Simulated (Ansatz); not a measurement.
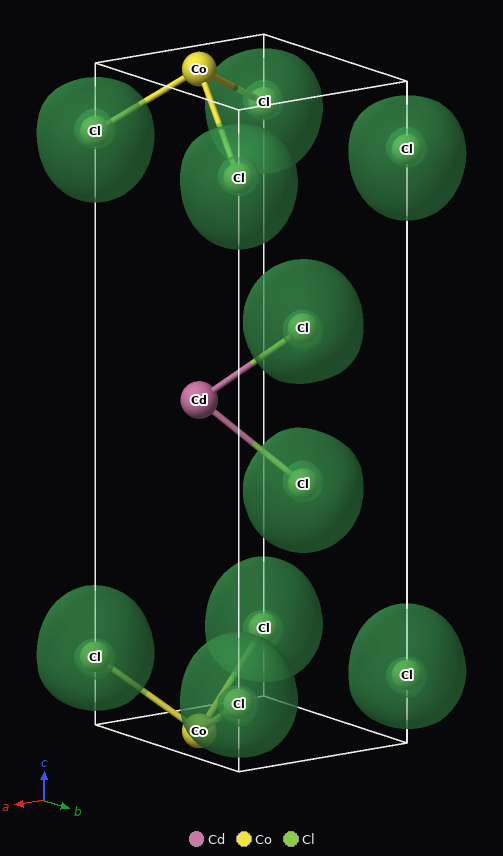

CdCoCl₄. Isosurface of the electron localisation function at 0.7 (green), seen at an oblique angle. Core shells and regions of very low density are left out. Sticks mark near contacts.

Space group P-6m2; a structure from a database of computed crystals, not necessarily the ambient phase; a generated structure, not necessarily the stable one; spin-polarised.

Method: Ansatz 0.2.0, DFT PBE, scalar-relativistic, plane waves, PAW.

Core electrons are frozen (PAW), and the valence fields are smoothed inside the atomic spheres.

```xyz
6
Lattice="3.5528 0.0000 0.0000 -1.7764 3.0768 0.0000 0.0000 0.0000 14.2656" Properties=species:S:1:pos:R:3 pbc="T T T"
Cd    1.7764    1.0256    7.1328
Co    1.7764    1.0256    0.0000
Cl    0.0000    2.0512    8.8066
Cl    0.0000    2.0512    5.4590
Cl    0.0000    0.0000   12.7968
Cl    0.0000    0.0000    1.4688
```

Q: Identify the bonds, lone pairs and shells in this picture.

A: At this value the surface marks out four regions wrapped around Cl (the valence shell of each), counted in one cell of 6 atoms. Regions shared between cells count once. Profiles from the grid: Co–Cl (2.52 Å): the ELF peaks at about 0.90 in the valence shell of Cl, 0.8 Å from its nucleus, and is about 0.40 at the midpoint. Cd–Cl (2.65 Å): the ELF peaks at about 0.85 in the valence shell of Cl, 0.8 Å from its nucleus, and drops to about 0.10 between the two atoms (no shared electron pair shows on this line).
